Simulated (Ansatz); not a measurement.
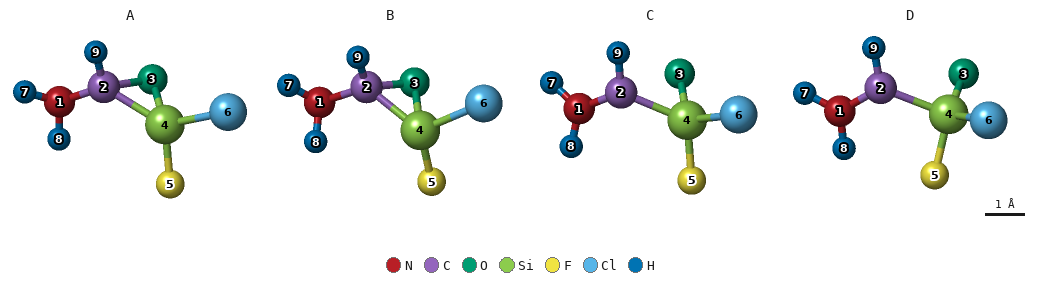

4 geometries from one relaxation of CH₃ClFNOSi, in shuffled order. A ball-and-stick model, seen at a tilt.

The run prepares an end point of a later path (inversion) calculation, from a guessed geometry.

The calculation used Ansatz 0.2.0, RKS BLYP/def2-SVP. Settings: no spin polarisation; force threshold 0.015 eV/Å; at most 40 steps.

Q: Put them in the order of the run, from the start to the converged end.

A: B, A, C, D. They are steps 0, 6, 10, 22, at +30.9 kcal/mol, +11.9 kcal/mol, +5.91 kcal/mol relative to the last. Over 20 accepted moves (22 points after the start) the energy falls by 30.9 kcal/mol. Largest force component: 2.7 eV/Å at the start, 0.0098 eV/Å at the end. The line search rejected the trial steps at points 4, 11 of the run. The largest move after the best rigid fit is that of O3, 0.89 Å. By element the largest moves are O 0.89 Å, Si 0.66 Å, Cl 0.64 Å, N 0.59 Å, F 0.47 Å, H 0.35 Å. Near-neighbour distances that change, for instance: C2–O3 1.440 → 2.570 Å, N1–C2 1.525 → 1.319 Å, O3–Si4 1.703 → 1.575 Å, C2–Si4 1.829 → 1.896 Å. Bonds break: C2–O3 (1.44 → 2.57 Å). Bond angles that change, for instance: C2–Si4–O3 48.0° → 95.1°, O3–Si4–Cl6 100.6° → 122.9°, C2–Si4–F5 119.9° → 100.0°.
